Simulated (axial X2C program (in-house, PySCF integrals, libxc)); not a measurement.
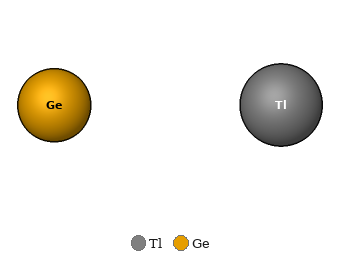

Figure 1. The molecule at the reference distance of 3.239 Å.

**Relativistic diatomic calculation, with input and output: TlGe⁺**

TlGe⁺, single determinant with M_S = 1 and |Λ| = 1. Computed at this level: HF, spin-free X2C-1e, Tl dyall-v2z, Ge dyall-v2z (cores contracted) (axial X2C program (in-house, PySCF integrals, libxc)).

### Input
```
{"zs": [81, 32], "q": 1, "bas": ["dyall-v2z", "dyall-v2z"], "levels": ["PBE0", "HF", "PBE", "B3LYP"], "cc": false, "r0": 4.505, "npts": 10, "nst": 2, "ntry": 6}
```

The line is the task of a batch: nuclear charges, charge, bases, the levels to run, a first guess of the distance and further settings. This report covers HF without spin-orbit coupling. The log is that of the reference distance 3.239 Å.

Hardware: 1 thread of Arm Neoverse N1, 54 GiB of memory available, shared host.

The run was one of a batch that the task file lists, launched with:
```bash
python <driver script> task.json out
```

### Log
```
spin-free X2C-1e  HF
basis functions 182  fitting functions 1126  grid points 5805
iter        total energy     max residual
   1     -22340.635929249     6.44e-01
   2     -22340.684682850     1.99e-02
   3     -22340.686097358     3.02e-02
   4     -22340.686704276     3.75e-03
   5     -22340.686741837     9.43e-04
   6     -22340.686755521     1.35e-03
   7     -22340.686757754     2.23e-04
   8     -22340.686758293     5.78e-05
   9     -22340.686758363     4.00e-05
  10     -22340.686758370     1.07e-05
  11     -22340.686758372     3.97e-06
  12     -22340.686758372     2.60e-06
converged
one-electron -31469.87976899  Coulomb 9164.96022375  exact exchange -459.23968325  xc functional 0.00000000  nuclear repulsion 423.47247012
```

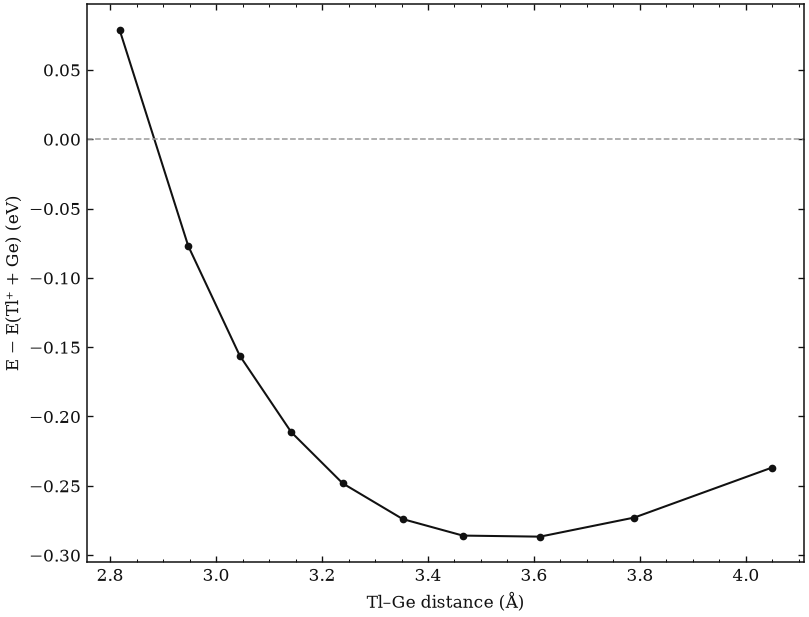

Figure 2. Energy at 10 bond lengths, for one set of occupations held fixed; the line joins the points. A polynomial of degree 5 through 7 points gives rₑ = 3.544 Å, ωₑ = 56.14 cm⁻¹, ωₑxₑ = 0.25 cm⁻¹ and Bₑ = 0.02470 cm⁻¹. The minimum lies 0.29 eV below Tl⁺ + Ge, each computed as one determinant at the same level.

### What the run reported

- outcome: converged
- bond length rₑ: 3.544 Å
- ωₑ: 56.14 cm⁻¹
- energy at the minimum: −22340.68822 hartree
- depth below the fragments: 0.29 eV
- largest ⟨S²⟩ along the curve: 2.02
- wall time: 8.9 s
- peak memory: 0.4 GiB

### What is odd here

This input holds a deliberate oddity: far start. The program ran to the end. Its numbers are those of the input as typed; this run alone doesn't show how far the oddity moves them. Hartree–Fock lacks correlation, so it usually binds too weakly.
